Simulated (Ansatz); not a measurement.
Consider Bi2S3 (Bismuthinite).

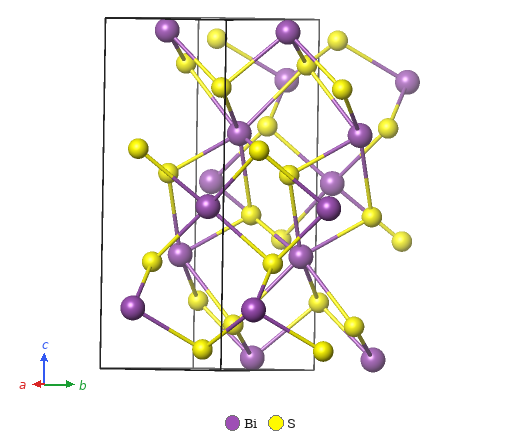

The structure (bismuth purple, sulfur yellow). 1×2×1 cells are drawn.

The database entry behind the starting cell differs from later determinations by our own check (about 0.4 % long), so it need not match the best structure at ambient conditions.

```cif
data_structure
_symmetry_space_group_name_H-M 'P 1'
_symmetry_Int_Tables_number 1
_cell_length_a 11.3450
_cell_length_b 3.9940
_cell_length_c 11.1930
_cell_angle_alpha 90.000
_cell_angle_beta 90.000
_cell_angle_gamma 90.000
_cell_volume 507.18
loop_
_atom_site_label
_atom_site_type_symbol
_atom_site_fract_x
_atom_site_fract_y
_atom_site_fract_z
_atom_site_occupancy
Bi1 Bi 0.48350 0.25000 0.32570 1
Bi2 Bi 0.01650 0.75000 0.82570 1
Bi3 Bi 0.98350 0.25000 0.17430 1
Bi4 Bi 0.51650 0.75000 0.67430 1
Bi5 Bi 0.34070 0.75000 0.03390 1
Bi6 Bi 0.15930 0.25000 0.53390 1
Bi7 Bi 0.84070 0.75000 0.46610 1
Bi8 Bi 0.65930 0.25000 0.96610 1
S9 S 0.28350 0.25000 0.19430 1
S10 S 0.21650 0.75000 0.69430 1
S11 S 0.78350 0.25000 0.30570 1
S12 S 0.71650 0.75000 0.80570 1
S13 S 0.54950 0.75000 0.12860 1
S14 S 0.95050 0.25000 0.62860 1
S15 S 0.04950 0.75000 0.37140 1
S16 S 0.45050 0.25000 0.87140 1
S17 S 0.37670 0.75000 0.44140 1
S18 S 0.12330 0.25000 0.94140 1
S19 S 0.87670 0.75000 0.05860 1
S20 S 0.62330 0.25000 0.55860 1
```

The cell and positions come from the Crystallography Open Database and are kept as given unless a step says otherwise. Spin-orbit coupling is left out unless a run names it. PAW set soft_2, made with PBE.

Gaps computed with Ansatz 0.2.0 without a self-energy: PBEsol 1.31 eV, PBE 1.39 eV, HSE06 2.01 eV, PBE0 2.63 eV and DDH-PBE0 1.75 eV.

Estimate the G0W0@PBE gap with 2×4×2 mesh, 1513 empty bands, screening to 120 eV, default PAW files.

About 1.73 eV: on its mesh the run moves the gap from 1.42 eV by +0.34 eV, and the mesh misses the edges by 0.03 eV. Among the scalar-relativistic levels given, DDH-PBE0 is nearest (+0.02 eV). Bands and cutoff are finite, so the gap is not at the basis limit. The miss can reach some tenths of an eV and take either sign; the mesh is an error of its own. The 2×4×2 mesh is coarse for this cell (its supercell is 16 Å along the shortest edge). The RPA ε∞ on it, from the PBE start, is 10.10, 13.30 and 13.44; such meshes misread the long-range screening, most where the gap is narrow. Where an edge is built on 6p states of lead, bismuth or thallium, scalar-relativistic gaps usually stand too wide, by a few tenths to over one eV. The many-body steps are scalar-relativistic: spin-orbit coupling is not in them.

[Paths, hosts, dates, memory and timing lines, banners, echoed tables and standing remarks are left out of the program output.]

[Logs are printed without paths, hosts, clocks, repeated set-up lines and the standing remarks that a program may print on its own settings, such as how far it seeks lower states.]

[Runs of the session that timed out or met a known fault of the program may be left out.]

[Cells called generated may have been cut or substituted from an entry of the Crystallography Open Database or the Materials Project.]

[Hosts, paths, dates, database ids (printed as entryN), source tags and the programs' standing remarks are cut or masked in the printed files.]
